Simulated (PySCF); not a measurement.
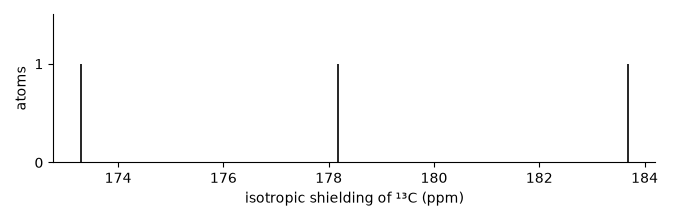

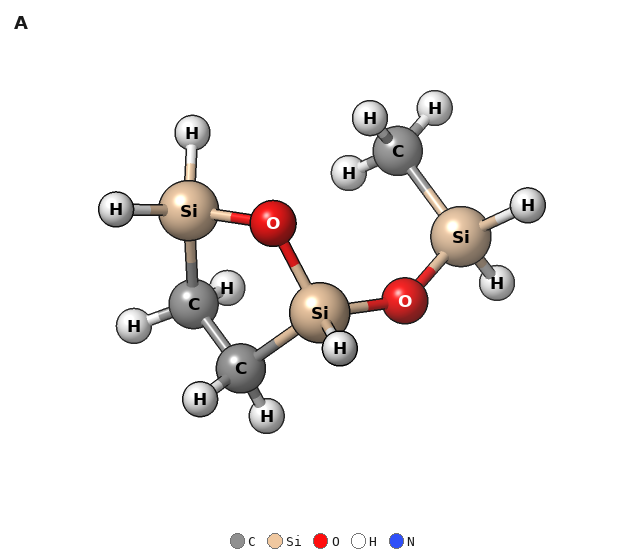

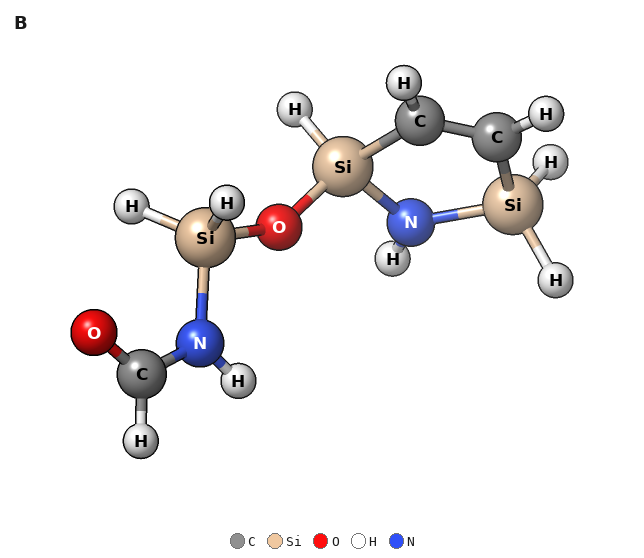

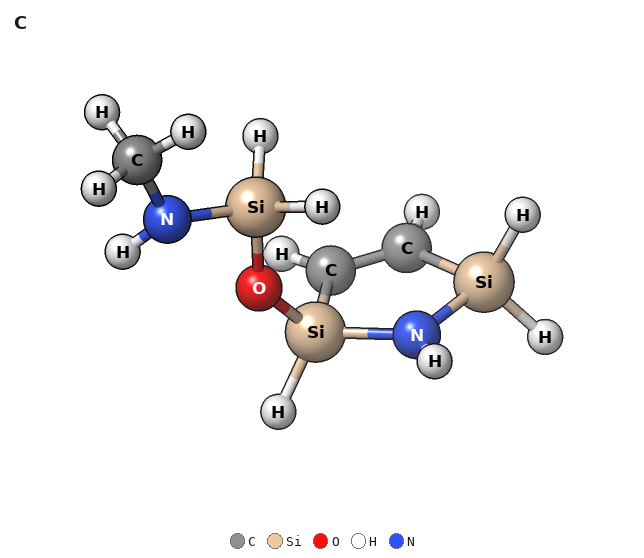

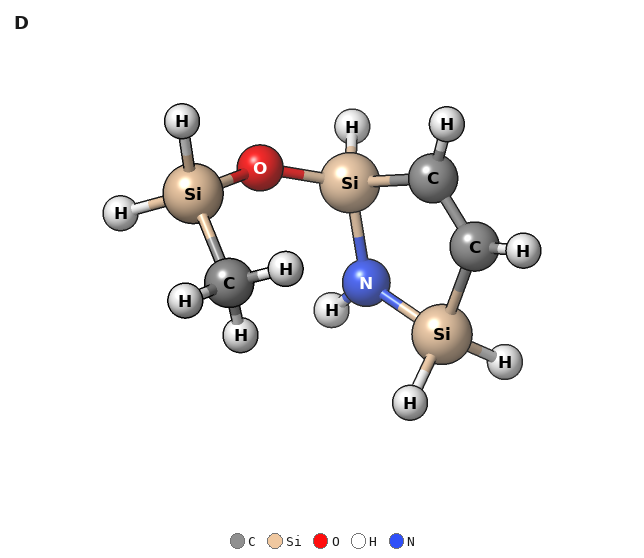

The sticks are computed shieldings of one of the molecules, for one fixed geometry (PBE0-D3(BJ)/def2-SVP) without averaging over rotations. Low shielding means a high chemical shift. Method: GIAO PBE0/pcSseg-1 NMR shielding, non-relativistic, gas phase (PySCF 2.14.0).

**Match the spectrum to a structure.**

A, `C[SiH2]O[Si@@H]1CC[SiH2]O1`. Its 3 C atoms give lines at 173.3, 178.2, 183.7 ppm.

The geometry is semi-empirical. Around Si such bond lengths and angles can be off by a tenth of an ångström or more and by several degrees, and values that hang on the shape move with them.
